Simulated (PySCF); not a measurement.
# C3H4O3Si (SMILES O=C1OC=CO[SiH2]1): what the fields show

The calculation's input:

```
{"job": {"kind": "uv", "xc": "CAM-B3LYP", "basis": "def2-SVPD", "nstates": 8, "ntriplets": 3}, "charge": 0, "multiplicity": 1}
O     -1.512724     2.202836    -0.045934
C     -0.791507     1.238708    -0.022321
O      0.548005     1.460800     0.083898
C      1.471080     0.455001     0.121172
C      1.249372    -0.853213     0.062899
O      0.030376    -1.429895    -0.046529
Si    -1.376289    -0.585423    -0.122679
H      2.469609     0.852944     0.208387
H      2.061953    -1.561958     0.101251
H     -2.162841    -0.927088     1.053882
H     -1.981608    -0.850041    -1.419990
```

Command:

```sh
OMP_NUM_THREADS=1 python probes_run.py task.json out
```

Geometry: GFN2-xTB.

Theory: PySCF, CAM-B3LYP/def2-SVPD, SCF density, gas phase.

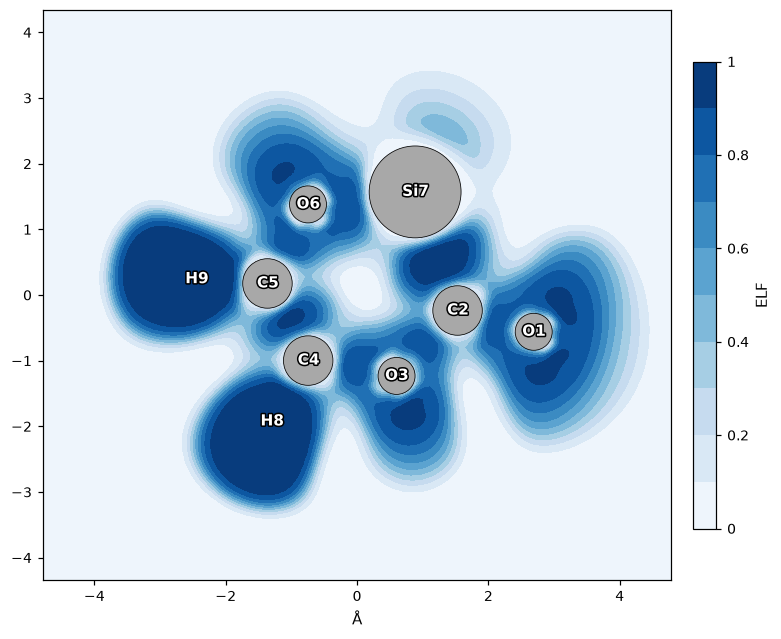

Figure 1. Electron localisation function on the plane of atoms C5, C4 and H8. Grey discs cover the atomic cores.

> What does the map show?

- The plane passes through O, C, Si and H nuclei.
- C–O (1.20 Å): the ELF peaks at about 0.85 between the atoms (a short, multiple covalent bond).
- C–C (1.33 Å): the ELF peaks at about 0.95 between the atoms (a short, multiple covalent bond).
- Si–O (1.64 Å): the ELF peaks at about 0.90 between the atoms: a shared but strongly polarised pair.
- C–Si (1.92 Å): the ELF peaks at about 1 between the atoms: a shared electron pair.
- C–H (1.08 Å): the ELF climbs to about 1 towards the hydrogen, as it does in any bond to H (a covalent bond by its length).
- The ELF also peaks beside O3, O1 and O6, away from the bonds: lone-pair regions.

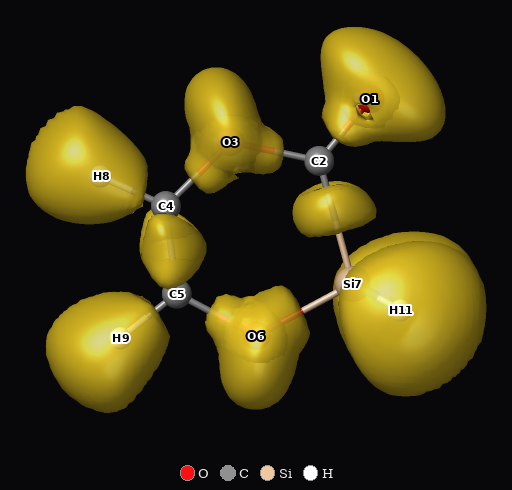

Figure 2. Isosurface of the ELF at 0.75 (yellow), seen at a tilt. Core shells and regions of very low density are left out.

> Where are the electrons localised?

The ELF exceeds this value in one region between bonded C–C atoms (shared pairs), one region between bonded C–Si atoms (shared pairs), four regions around hydrogen nuclei and three regions on O in which the atom's valence shell and bonds are merged.

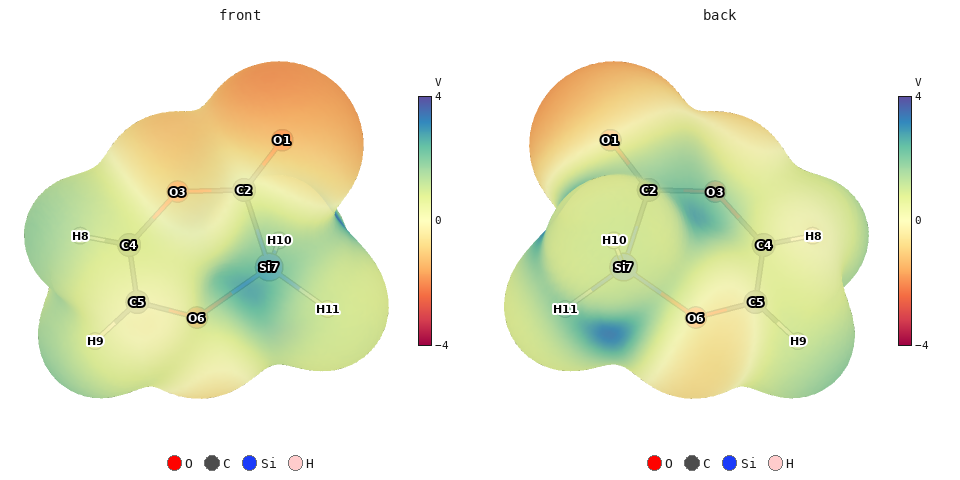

Figure 3. The molecular electrostatic potential painted on the density surface at 0.004 e/bohr³, seen from the front and from behind; the colour scale runs from red (negative) to blue (positive).

> Which sites attract a positive test charge, and which a negative one?

A positive charge is drawn to the negative regions and a negative charge to the positive ones. The most negative region (about −1.9 V) lies over O1, the most positive (about +3.2 V) over Si7. O1 is the likeliest acceptor of a hydrogen bond.

> What dipole moment does the calculation give?

Its dipole moment is 3.21 D.
